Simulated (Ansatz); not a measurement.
```xyz
4

C     0.3759   -0.2812    0.7123
B    -0.9126    0.2175    0.9110
Ga    1.2984    1.2924    0.8260
H    -2.0654    0.4733    1.0635
```

Geometry: r2SCAN-D4/def2-SVP.

Theory: isolated molecule in a Gaussian basis; Kohn-Sham density functional theory, functional PBE0 (Ansatz).

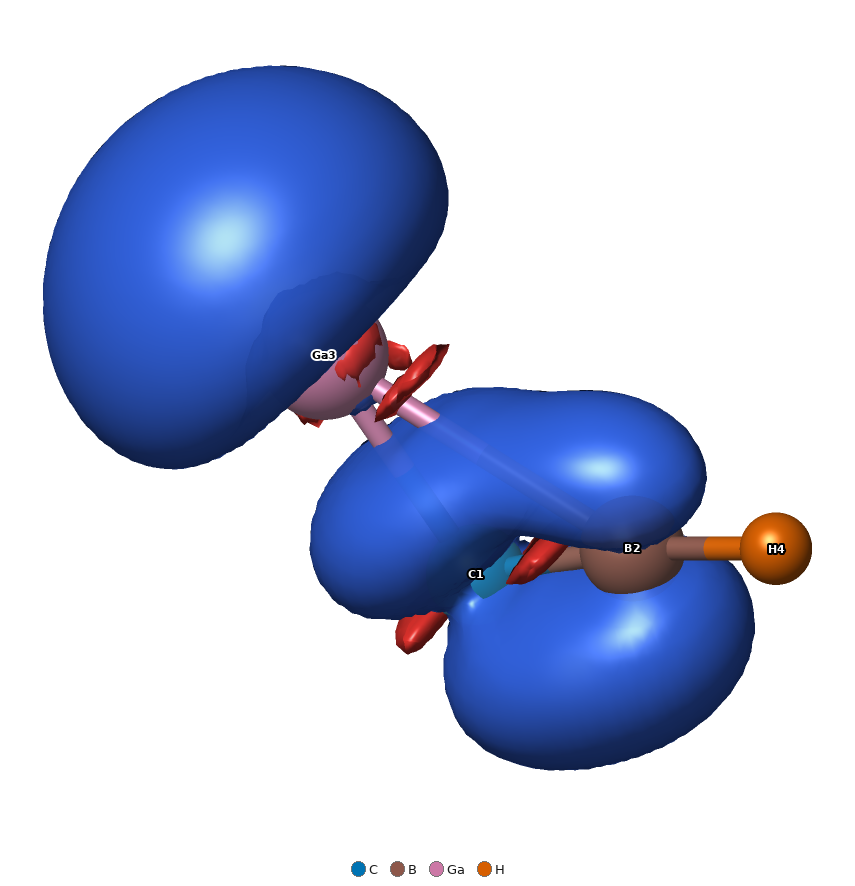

CHBGa (SMILES [BH-]1=[C][Ga+]1) (doublet). Isosurfaces of the spin density at +0.015 (blue) and −0.015 e/Å³ (red), seen at an oblique angle.

### Where is the unpaired spin?

The unpaired spin (1 electron) lies mostly on Ga3 (about 0.6), C1 (about 0.2) and B2 (about 0.1), in electrons by Hirshfeld's partition.
